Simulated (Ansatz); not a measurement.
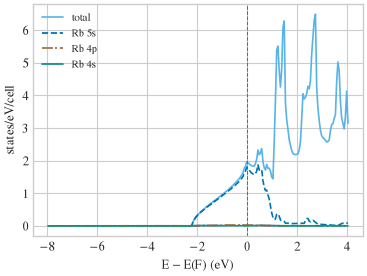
Fig. 1. Total and projected density of states of Rb (hcp (Mg type), space group No. 194), plane-wave PAW LDA (Ansatz code)

Question: Which orbitals carry the states next to the Fermi level?

Answer: Within 0.5 eV of the Fermi level: Rb 5s 89 %, outside the projected shells 10 %. Projections are on Löwdin-orthogonalised atomic valence shells; empty p or d shells of many metals are not among them.

Space group P6_3/mmc (hcp (Mg type)). The first step of the workflow began from a Materials Project structure, measured or hypothetical; the Crystallography Open Database copy checked does not list it. It is not the phase usual at ambient conditions (space group No. 229). The cell was relaxed with LDA under the symmetry of its start; its stability against distortions is not shown here. Spin–orbit coupling is left out wherever it is not named.

Potentials: the later of the program's two PAW sets.
